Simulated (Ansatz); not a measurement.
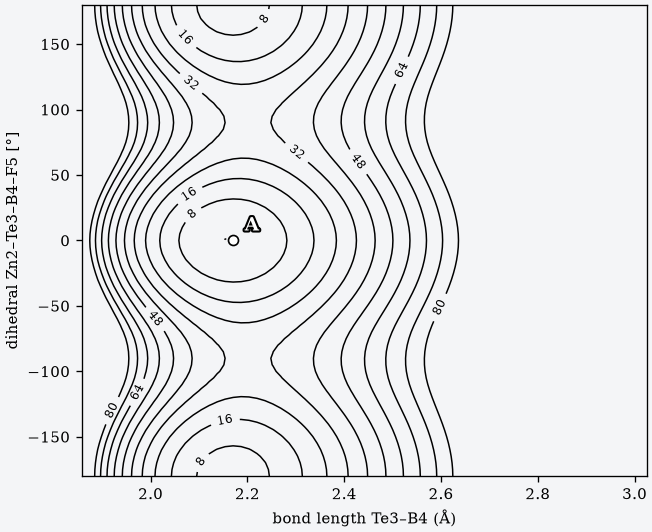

CH4BFTeZn, SMILES [CH3][Zn][Te]BF. First axis: bond length Te3–B4. Second axis: dihedral Zn2–Te3–B4–F5. Nothing is relaxed (all other coordinates rigid). The scan uses a 9 × 10 grid. Points are written as (first, second). Energies: kJ/mol, counted from the lowest grid point. Level of theory: Ansatz, RKS PBE-D4/def2-SVP.

The picture shows contour lines labelled in kJ/mol (none above 80), the point A. Between grid points the surface is interpolated.

What is the easiest way out of the well at A, and how high is the barrier?

The easiest path leads from the well at (2.150 Å, 0°) to the well at (2.150 Å, −180°), about 4.3 kJ/mol higher. Its highest point lies about 31 kJ/mol above the bottom of the first well on the interpolated surface, at about (2.20 Å, 90°). Seen from the upper well the barrier is about 26 kJ/mol. The start is the relaxed structure and all else is held, so a fully relaxed path at this level can only be lower.

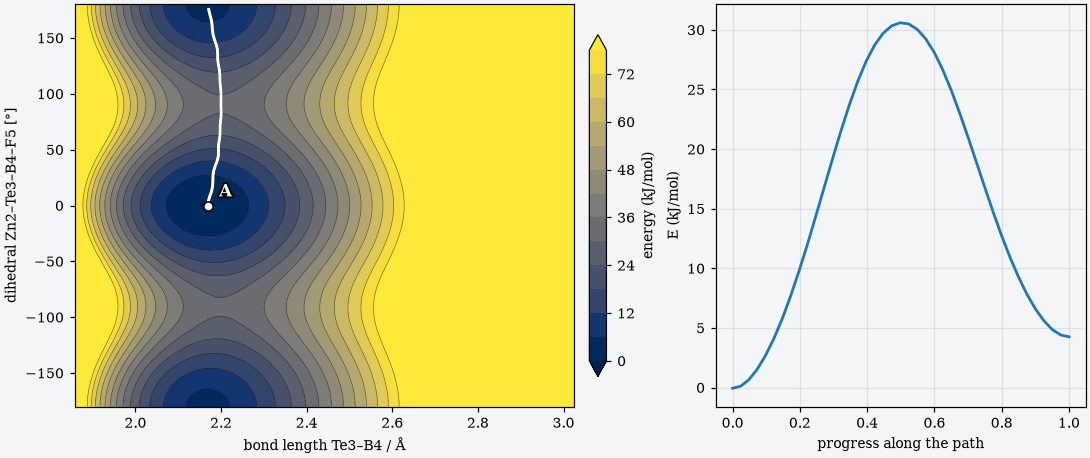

The picture shows filled contours, a line along the lowest path, one colour for all values above the top of the scale, the energy along the path at the right. Between grid points the surface is interpolated.
